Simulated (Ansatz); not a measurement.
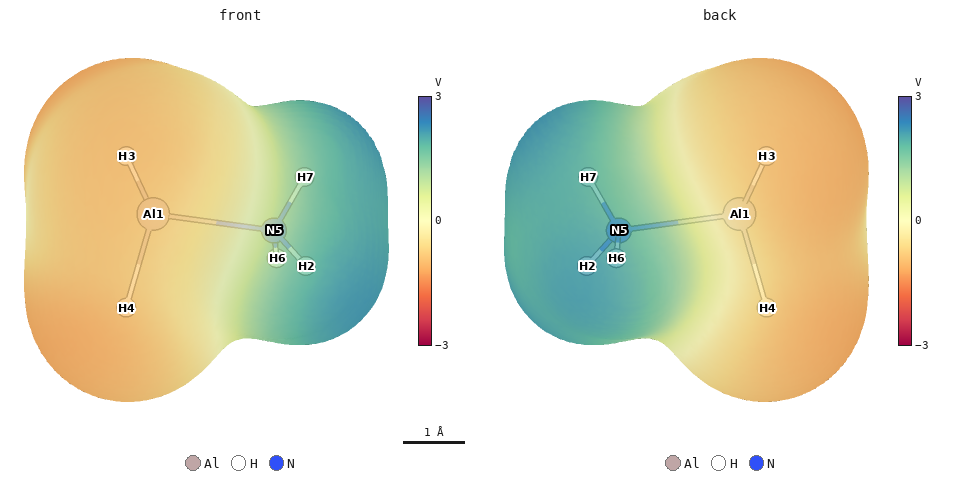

Figure 1: AlH5N (doublet). The molecular electrostatic potential painted on the density surface at 0.001 e/bohr³, seen from the front and from behind; red is negative and blue positive.

Theory: UKS PBE-D4/def2-SVP (Ansatz 0.2.0).

Input file:

```
crystal:
  periodic: [false, false, false]
  atoms:
    - { symbol: Al, position_ang: [0.062841, 0.410769, 0.254675] }
    - { symbol: H, position_ang: [-0.812419, 0.64916, 2.858368] }
    - { symbol: H, position_ang: [1.447218, -0.416611, 0.058026] }
    - { symbol: H, position_ang: [-1.317101, -0.355329, -0.127399] }
    - { symbol: "N", position_ang: [-0.04102, 0.14412, 2.368389] }
    - { symbol: H, position_ang: [-0.174326, -0.858255, 2.574869] }
    - { symbol: H, position_ang: [0.834806, 0.426145, 2.833073] }
magnetization:
  spin_polarized: true
  initial_magnetization: 1
basis:
  gaussian: { orbitals: def2-SVP }
hamiltonian:
  xc: pbe
  dispersion: d4
relax:
  f_tol: 0.03
  max_steps: 50
output:
  orbitals: {}
```

Run with:

```sh
ansatz run input.yaml --threads 1 --pin off --max-ram 2048MiB --backend cpu --events-out ev --progress --plain --runs-dir out
```

The fields are those of the run's last geometry, not of the input's.

Question: Which sites attract a positive test charge, and which a negative one?

Answer: A positive charge is drawn to the negative regions and a negative charge to the positive ones. The most negative region (about −1.2 V) lies over H3 and H4, the most positive (about +2.2 V) over H2 and H7.
